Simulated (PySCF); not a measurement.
Breaking a bond: BeH (cation, charge +1), singlet.

Computed with: UCCSD = CCSD on UHF/6-31G run with PySCF 2.14.0; UKS-B3LYP = unrestricted B3LYP/6-31G (PySCF); UCCSD(T) = CCSD(T) on UHF/6-31G (PySCF); RKS-M06-2X = PySCF with restricted M06-2X/6-31G.

Energies are in mEh, each relative to the lowest point of its own curve near equilibrium.

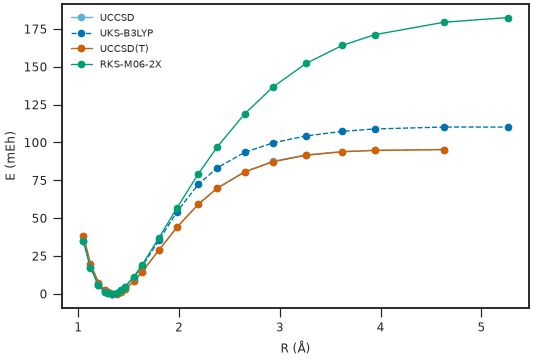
Energy against bond length for each method.

| R / Å | UCCSD | UKS-B3LYP | UCCSD(T) | RKS-M06-2X |
|---|---|---|---|---|
| 1.05 | 38.5 | 35.1 | 38.5 | 34.8 |
| 1.12 | 19.9 | 17.5 | 19.9 | 17.3 |
| 1.20 | 7.3 | 5.8 | 7.3 | 5.7 |
| 1.26 | 2.3 | 1.5 | 2.3 | 1.4 |
| 1.29 | 0.9 | 0.4 | 0.9 | 0.4 |
| 1.33 | 0.0 | 0.0 | 0.0 | 0.0 |
| 1.38 | 0.2 | 0.7 | 0.2 | 0.8 |
| 1.42 | 1.2 | 2.2 | 1.2 | 2.4 |
| 1.46 | 2.9 | 4.3 | 2.9 | 4.5 |
| 1.55 | 8.2 | 10.8 | 8.2 | 11.3 |
| 1.63 | 14.3 | 17.9 | 14.3 | 18.8 |
| 1.80 | 28.9 | 35.3 | 28.9 | 37.0 |
| 1.98 | 44.1 | 54.4 | 44.1 | 57.0 |
| 2.19 | 59.3 | 72.3 | 59.2 | 79.2 |
| 2.38 | 70.0 | 83.4 | 69.8 | 97.2 |
| 2.65 | 80.7 | 93.4 | 80.5 | 118.9 |
| 2.93 | 87.5 | 99.7 | 87.2 | 136.6 |
| 3.26 | 91.8 | 104.3 | 91.6 | 152.3 |
| 3.62 | 94.0 | 107.3 | 93.8 | 164.2 |
| 3.94 | 94.8 | 108.9 | 94.8 | 171.2 |
| 4.63 | 95.3 | 110.2 | 95.3 | 179.5 |
| 5.26 | — | 110.1 | — | 182.5 |

At the longest distance, 5.26 Å, RKS-M06-2X lies highest above its minimum (182.5 mEh) and UKS-B3LYP lowest (110.1 mEh).

Dashes: no converged value, or the column stops at the first point that the program doubted or that broke a chosen test of continuity, which isn't proof of a fault.

The unrestricted determinant behind UCCSD, UCCSD(T) is spin-contaminated at 1.80 to 5.26 Å (<S²> up to 1.0, against 0.00 for a pure singlet). The unrestricted determinant behind UKS-B3LYP is spin-contaminated at 1.98 to 5.26 Å (<S²> up to 0.9, against 0.00 for a pure singlet). At the longest distance UKS-B3LYP, RKS-M06-2X leaves fractional charges on the fragments, a sign of delocalisation error or of the restricted form. The restricted form behind RKS-M06-2X keeps the bonding electrons paired and can't separate into open-shell fragments.
